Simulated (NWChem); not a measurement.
# C3H3OS− (SMILES [S-]C1=COC1): levels of theory compared

Wanted: a comparison of 3 runs (HF/STO-3G, HF/3-21G, B3LYP/6-31G*) of C3H3OS−. 

Program for the calculation: NWChem 7.3.0.

## Step 1: The system as given

C3H3OS−: 8 atoms, total charge -1, spin state singlet. As SMILES, `[S-]C1=COC1`. The shape is that of a GFN2-xTB optimisation.

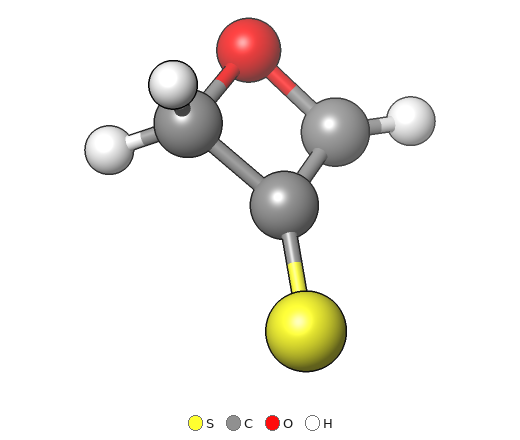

Viewed from a chosen angle; sulfur yellow, carbon grey, oxygen red, hydrogen white.

## Step 2: Energy and forces at HF/STO-3G (run 1)

work.nw reads:

```
start work
memory stack 880 mb heap 220 mb global 1100 mb
charge -1
geometry units angstrom noautosym nocenter noautoz
  S       -2.128700       0.245820       1.134490
  C       -0.601220       0.215780       0.425110
  C        0.545550       0.923850       0.415900
  O        1.243520       0.077990      -0.504500
  C        0.059220      -0.738470      -0.555380
  H        0.991780       1.800530       0.842750
  H        0.252920      -1.752310      -0.195190
  H       -0.363070      -0.773200      -1.563190
end
basis spherical bse
  * library STO-3G
end
scf
  thresh 1e-08
  maxiter 80
  print low
end
task scf gradient
```

Launch:

```
nwchem work.nw > work.out
```

The program printed:

```text
[...]
  functions       =    32
[...]
  wavefunction    = RHF
[...]
         Total SCF energy =   -580.747272088302
      One-electron energy =  -1210.756940236514
      Two-electron energy =    432.451573583522
 Nuclear repulsion energy =    197.558094564690
        Time for solution =      3.3s
[...]
                         RHF ENERGY GRADIENTS
    atom               coordinates                        gradient
                 x          y          z           x          y          z
   1 S      -4.022660   0.464532   2.143875   -0.003223   0.001313   0.002393
   2 C      -1.136141   0.407765   0.803341    0.030856  -0.027171  -0.033396
   3 C       1.030940   1.745823   0.785937    0.015767   0.010756   0.000633
   4 O       2.349912   0.147380  -0.953367   -0.041577  -0.001333   0.017716
   5 C       0.111910  -1.395506  -1.049516   -0.005674   0.012226   0.011412
   6 H       1.874192   3.402508   1.592567   -0.000726  -0.003766  -0.002362
   7 H       0.477949  -3.311386  -0.368856    0.002627   0.003438   0.002578
   8 H      -0.686103  -1.461136  -2.954001    0.001950   0.004538   0.001026
 Task  times  cpu:        3.9s     wall:        3.9s
 Total times  cpu:        4.0s     wall:        4.0s
```

Run time: 4.8 s. Hardware: 1 thread of Intel Xeon Platinum 8259CL at 2.50GHz (Skylake/Cascade Lake), shared host; peak memory 0.099 GiB.

## Step 3: Energy and gradient at HF/3-21G (run 2)

c3h3os.xyz reads:

```xyz
8

S     -2.128700     0.245820     1.134490
C     -0.601220     0.215780     0.425110
C      0.545550     0.923850     0.415900
O      1.243520     0.077990    -0.504500
C      0.059220    -0.738470    -0.555380
H      0.991780     1.800530     0.842750
H      0.252920    -1.752310    -0.195190
H     -0.363070    -0.773200    -1.563190
```

run.py reads:

```python
from ase.io import read
from ase.calculators.nwchem import NWChem

system = read('c3h3os.xyz')

calc = NWChem(
    label='c3h3os',
    theory='scf',
    memory='2200 mb',
    basis='3-21G',
    basispar='spherical bse',
    charge=-1,
    scf={'nopen': '0', 'rhf': None, 'thresh': '1e-08', 'maxiter': '80'},
)
system.calc = calc

forces = system.get_forces()
print(f"energy = {system.get_potential_energy():.6f} eV")
print("forces (eV/A):")
for s, f in zip(system.symbols, forces):
    print(f"{s:2s} {f[0]:10.5f} {f[1]:10.5f} {f[2]:10.5f}")
print("dipole (e A):", system.get_dipole_moment().round(4))
```

Launch:

```
export ASE_NWCHEM_COMMAND="nwchem PREFIX.nwi > PREFIX.nwo"
python run.py
```

The program printed:

```text
energy = -15908.991999 eV
forces (eV/A):
S    -2.50297    0.00992    1.13422
C     2.40450    0.86883   -0.45771
C    -1.08418    0.31625    0.71209
O     2.37390    0.19808   -0.92447
C    -0.81355   -1.62730   -0.80332
H    -0.22075   -0.26544   -0.09071
H    -0.18466    0.41914   -0.02185
H     0.02772    0.08048    0.45174
dipole (e A): [ 1.2103 -0.2989 -0.7587]
```

The calculator wrote c3h3os.nwi:

```
title "c3h3os"

permanent_dir c3h3os

scratch_dir c3h3os

start c3h3os

geometry units angstrom nocenter noautosym noautoz
  S  -2.1286999999999998e+00 2.4582000000000001e-01 1.1344900000000000e+00
  C  -6.0121999999999998e-01 2.1578000000000000e-01 4.2510999999999999e-01
  C  5.4554999999999998e-01 9.2384999999999995e-01 4.1589999999999999e-01
  O  1.2435200000000000e+00 7.7990000000000004e-02 -5.0449999999999995e-01
  C  5.9220000000000002e-02 -7.3846999999999996e-01 -5.5537999999999998e-01
  H  9.9177999999999999e-01 1.8005300000000000e+00 8.4275000000000000e-01
  H  2.5291999999999998e-01 -1.7523100000000000e+00 -1.9519000000000000e-01
  H  -3.6307000000000000e-01 -7.7320000000000000e-01 -1.5631900000000001e+00
end

charge -1

memory 2200 mb

basis spherical bse noprint
   * library 3-21G
end

scf
  nopen 0
  rhf
  thresh 1e-08
  maxiter 80
end

task scf gradient
```

c3h3os.nwo:

```text
Northwest Computational Chemistry Package (NWChem) 7.3.0
             --------------------------------------------------------

           Job information
           ---------------

    nwchem branch   = 7.3.0
    use scalapack   = T
    input           = c3h3os.nwi
    prefix          = c3h3os.
    data base       = c3h3os/c3h3os.db
    status          = startup
    nproc           =        1

           Memory information
           ------------------

[... 5 lines left out ...]
    hardfail = no
[... 138 lines left out ...]
         Quadratically convergent ROHF
[... 15 lines left out ...]
       Final RHF  results
[... 4 lines left out ...]
      Two-electron energy =    425.102032282609
[... 42 lines left out ...]
                       ROHF Final Molecular Orbital Analysis
[... 236 lines left out ...]
                 ----------------------------------------
                 |  Time  |  1-e(secs)   |  2-e(secs)   |
                 ----------------------------------------
                 |  CPU   |       0.00   |       0.72   |
                 ----------------------------------------
                 |  WALL  |       0.00   |       0.72   |
                 ----------------------------------------

 Task  times  cpu:        4.8s     wall:        4.8s
 Total times  cpu:        4.9s     wall:        4.9s
```

Run time: 6.3 s. Hardware: 1 thread of Intel Xeon Platinum 8259CL at 2.50GHz (Skylake/Cascade Lake), shared host; peak memory 0.099 GiB.

## Step 4: Energy and forces at B3LYP/6-31G(d) (Cartesian functions) (run 3)

struct.nw reads:

```
start struct
title "C3H3OS gradient"
memory total 2200 mb
charge -1

geometry noautosym nocenter noautoz
   S       -2.128700       0.245820       1.134490
   C       -0.601220       0.215780       0.425110
   C        0.545550       0.923850       0.415900
   O        1.243520       0.077990      -0.504500
   C        0.059220      -0.738470      -0.555380
   H        0.991780       1.800530       0.842750
   H        0.252920      -1.752310      -0.195190
   H       -0.363070      -0.773200      -1.563190
end

basis "ao basis" cartesian
   * library 6-31G*
end

dft
   xc b3lyp
   mult 1
   grid xfine
   convergence energy 1e-08
   maxiter 100
   mulliken
end

task dft gradient
```

Launch:

```
nwchem struct.nw > struct.out
```

The program printed:

```text
[...]
          Wavefunction type:  closed shell.
          No. of atoms     :     8
          No. of electrons :    46
[...]
          Charge           :    -1
          Spin multiplicity:     1
[...]
          AO basis - number of functions:    85
[...]
              XC Information
              --------------
                         B3LYP Method XC Potential
                     Hartree-Fock (Exact) Exchange  0.200
                        Slater Exchange Functional  0.800 local
                    Becke 1988 Exchange Functional  0.720 non-local
              Lee-Yang-Parr Correlation Functional  0.810
                  VWN I RPA Correlation Functional  0.190 local
[...]
 d= 0,ls=0.0,diis     1   -589.3179891579 -7.87D+02  2.59D-02  1.36D+00     5.7
[...]
 d= 0,ls=0.0,diis    11   -589.4938241033 -2.29D-09  4.55D-07  2.03D-09    51.4
         Total DFT energy =     -589.493824103300
      One electron energy =    -1211.772634774714
           Coulomb energy =      476.663775574080
    Exchange-Corr. energy =      -51.943059467357
 Nuclear repulsion energy =      197.558094564690
[...]
      Total Density - Mulliken Population Analysis
     ---------------------------------------------
    Atom       Charge   Shell Charges
 -----------   ------   -------------------------------------------------------
    1 S   16    16.67   2.00  1.99  5.97  1.36  3.01  0.61  1.73 -0.01
    2 C    6     6.08   1.99  0.71  2.03  0.61  0.71  0.02
    3 C    6     5.94   1.99  0.70  2.01  0.46  0.74  0.03
    4 O    8     8.56   1.99  0.90  2.89  1.05  1.72  0.01
    5 C    6     6.02   1.99  0.71  2.04  0.50  0.73  0.05
    6 H    1     0.93   0.54  0.40
    7 H    1     0.90   0.54  0.36
    8 H    1     0.90   0.54  0.36
[...]
  wavefunction    = closed shell
[...]
```

Wall time 62 s (1 thread of Intel Xeon Platinum 8259CL at 2.50GHz (Skylake/Cascade Lake), shared host); peak memory 0.14 GiB.

## Step 5: The series

| run | level | Cartesian functions | iteration cap | energy (Eh) | largest force (eV/Å) | wall time |
| --- | --- | --- | --- | --- | --- | --- |
| 1 | HF/STO-3G | no | 80 | -580.747272 | 2.724 | 4.8 s |
| 2 | HF/3-21G | no | 80 | -584.644677 | 2.748 | 6.3 s |
| 3 | B3LYP/6-31G* (Cartesian functions) | yes | 100 | -589.493824 | 1.761 | 62 s |

## Step 6: Results

| quantity | value |
| --- | --- |
| run 3: total energy | -589.49382 Eh |
| run 3: HOMO energy | 0.93 eV |
| run 3: LUMO energy | 6.10 eV |
| run 3: HOMO–LUMO gap (to an unbound level, set by the basis) | 5.18 eV |
| run 3: largest force on an atom | 1.761 eV/Å |

In run 3 the HOMO lies above zero, so the outermost electron may be held by the basis alone. In run 1 the basis is minimal, so the values are rough. All runs together took 73 s, the longest 62 s.
